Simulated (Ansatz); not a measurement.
## Two runs on C7H10Ge

System: C7H10Ge, multiplicity 3.
Method of the first run: UKS PBE0-D4/def2-TZVP (Ansatz 0.2.0).

The geometry comes from this level: PBE0-D4/def2-SVP. Text and figures count atoms from 1; the logs count them from 0 in places.

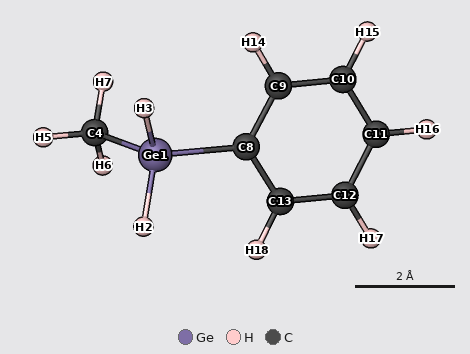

The structure as given in the input (ball-and-stick view, seen at a tilt; atoms are numbered from 1 in the order of the input). Sticks mark near contacts. Bond lengths as drawn: C–C 1.39 to 1.40 Å, C–Ge 1.95 Å, C–H 1.09 to 1.10 Å and Ge–H 1.54 Å.

### Input file, the first run
```yaml
crystal:
  periodic: [false, false, false]
  atoms:
    - {symbol: Ge, position_ang: [1.159967, 1.415343, 0.825219]}
    - {symbol: H, position_ang: [1.160592, 1.409507, 2.368914]}
    - {symbol: H, position_ang: [2.616923, 1.429141, 0.314513]}
    - {symbol: C, position_ang: [0.216069, 2.993997, 0.165607]}
    - {symbol: H, position_ang: [0.701485, 3.915623, 0.518844]}
    - {symbol: H, position_ang: [-0.825587, 2.985596, 0.518442]}
    - {symbol: H, position_ang: [0.210383, 2.998129, -0.934279]}
    - {symbol: C, position_ang: [0.285658, -0.210490, 0.199158]}
    - {symbol: C, position_ang: [0.580594, -0.742684, -1.063641]}
    - {symbol: C, position_ang: [-0.068949, -1.885514, -1.528324]}
    - {symbol: C, position_ang: [-1.024230, -2.516595, -0.732566]}
    - {symbol: C, position_ang: [-1.325017, -2.002933, 0.528070]}
    - {symbol: C, position_ang: [-0.673263, -0.859499, 0.988827]}
    - {symbol: H, position_ang: [1.331592, -0.261001, -1.697791]}
    - {symbol: H, position_ang: [0.172858, -2.287388, -2.515825]}
    - {symbol: H, position_ang: [-1.532690, -3.414110, -1.094148]}
    - {symbol: H, position_ang: [-2.070608, -2.497164, 1.156525]}
    - {symbol: H, position_ang: [-0.915775, -0.469967, 1.982443]}
basis:
  gaussian: {orbitals: def2-TZVP}
magnetization: {spin_polarized: true, initial_magnetization: 2}
hamiltonian: {xc: pbe0, dispersion: d4}
scf: {omitted_lower_state_checks: [starts]}
output: {orbitals: {seedname: orbitals}}
```

Launched with:
```bash
ansatz run in.yaml --threads 2 --pin off --events-out ev --progress --plain --max-ram 32768MiB --backend cuda --devices 0, --max-vram 18GiB
```

Hardware: 2 CPU threads, shared host.

### Output (the first run)
```
Functional definition: PBE0
  parameter a = 0.25
  parameter kappa = 0.804
  parameter beta = 0.06672455060314922
  exchange = (1 - a)*pbe_x(kappa = kappa, mu = beta*pi^2/3) + a*exact_x
  correlation = pbe_c(beta = beta)
these checks for a lower state are left out or cut short: starts
2101 factors; their error is unknown
mean field evaluation 1: about -63895.6497 eV, gradient 6.7e1 eV
mean field evaluation 2: about -63699.3842 eV, gradient 1.8e2 eV
mean field evaluation 4: about -63915.1013 eV, gradient 3.3e1 eV
mean field evaluation 8: about -63922.2999 eV, gradient 7.5e-1 eV
mean field evaluation 16: about -63922.2965 eV, gradient 7.9e-2 eV
mean field -63922.61506813 eV, -2349.1127754489 hartree, gradient 2.4e-5 eV, S^2 2.062512; 0 other end points of the search recorded, 0 dependent functions left out
reference -63922.61510879 eV, -2349.1127769434 hartree; 43, 41 occupied and 282, 284 virtual orbitals, 2101 factors
Total energy: -63923.04559546 eV, -2349.1285970366 hartree
Checks for a lower state left out: starts
```

The input of the second run differs as follows (lines with − go, lines with + come):
```diff
-magnetization: {spin_polarized: true, initial_magnetization: 2}
+total_charge: 1
+magnetization: {spin_polarized: true, initial_magnetization: 1}
```

How does the second run compare with the first run?

The total energies belong to different systems, so their difference says nothing on which is more stable or more accurate. The HOMO goes from −3.07 to −12.58 eV. The LUMO goes from −4.58 to −10.56 eV.

### Output (the second run)
```
Functional definition: PBE0
  parameter a = 0.25
  parameter kappa = 0.804
  parameter beta = 0.06672455060314922
  exchange = (1 - a)*pbe_x(kappa = kappa, mu = beta*pi^2/3) + a*exact_x
  correlation = pbe_c(beta = beta)
these checks for a lower state are left out or cut short: starts
2101 factors; their error is unknown
mean field evaluation 1: about -63891.2607 eV, gradient 7.0e1 eV
mean field evaluation 2: about -63783.5720 eV, gradient 1.4e2 eV
mean field evaluation 4: about -63914.4203 eV, gradient 2.2e1 eV
mean field evaluation 8: about -63917.4359 eV, gradient 9.9e-1 eV
mean field evaluation 16: about -63917.4296 eV, gradient 5.0e-1 eV
mean field evaluation 32: about -63917.8981 eV, gradient 1.6e-5 eV
mean field -63917.89807576 eV, -2348.9394291767 hartree, gradient 3.6e-6 eV, S^2 0.764218; 0 other end points of the search recorded, 0 dependent functions left out
reference -63917.89811545 eV, -2348.9394306354 hartree; 42, 41 occupied and 283, 284 virtual orbitals, 2101 factors
Total energy: -63918.29243319 eV, -2348.9539215449 hartree
Checks for a lower state left out: starts
```

### The two runs side by side

| quantity | the first run | the second run |
| --- | --- | --- |
| outcome | converged | converged |
| total energy (hartree) | −2349.128597 | −2348.953922 |
| HOMO (eV) | −3.07 | −12.58 |
| LUMO (eV) | −4.58 | −10.56 |
| ⟨S²⟩ | 2.063 | 0.764 |
| basis functions | 325 | 325 |
| wall time (shared host) | 12 s | 16 s |
